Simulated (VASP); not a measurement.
Band structure of ZnSnP$_{2}$ (relaxed from the chalcopyrite structure, space group I-42d). These are PBE GGA, VASP's PBE PAW potentials (set 64) (plane waves; VASP) values and carry that method's errors.

Unless said otherwise, spin-orbit coupling is left out, though it shifts the bands of the heavy elements here.

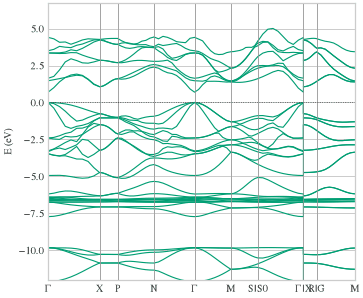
Figure: Bands along high-symmetry lines, zero at the valence-band maximum or, without a gap, the Fermi level

**Question.** Read the plot: is there a gap, and where are the band edges?

**Answer.** The gap is direct, 0.70 eV, from the valence maximum at Γ to the conduction minimum at Γ. (Edges off the drawn lines would not show.)

The structure was generated: ZnSnP2 was put into the chalcopyrite type (I-42d), which need not be its known phase. It was relaxed first, which changed the volume by +8 %.
